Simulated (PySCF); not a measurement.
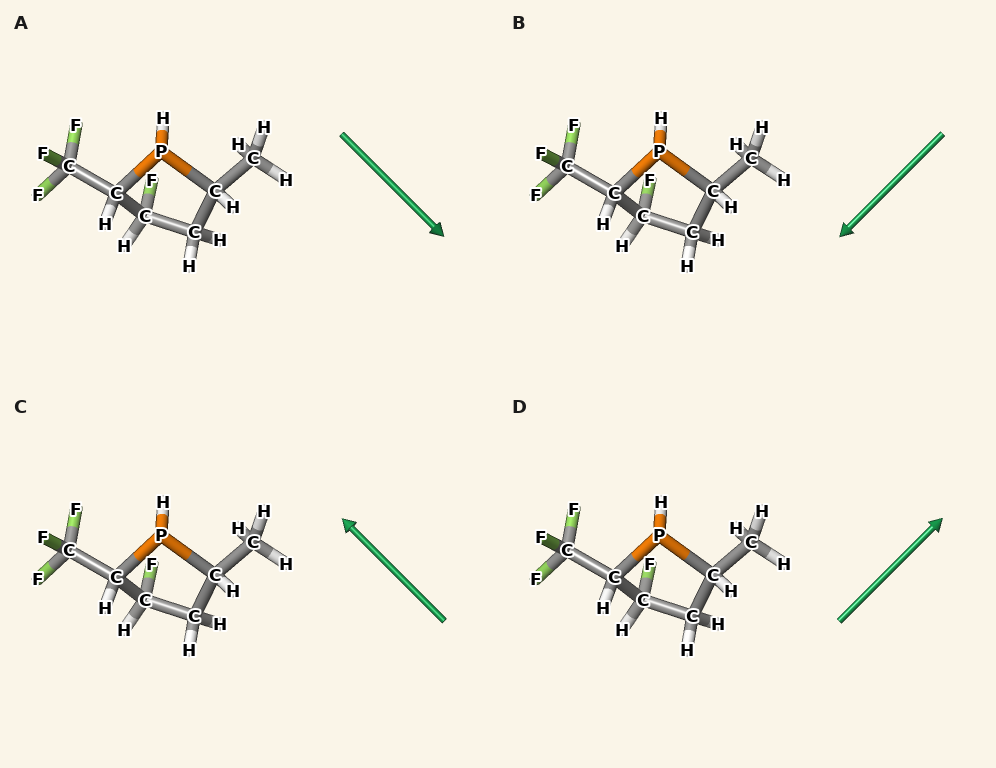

The same molecule four times, each with an arrow. Computed geometry: GFN2-xTB optimisation. No frequency run is at hand to confirm it as a minimum. Level of theory: PBE0/pcSseg-1, gas phase (PySCF 2.14.0).

Which arrow points along the dipole moment, from the negative to the positive end?

A. The dipole moment is 3.68 D.

The geometry is semi-empirical. Around P such bond lengths and angles can be off by a tenth of an ångström or more and by several degrees, and values that hang on the shape move with them.
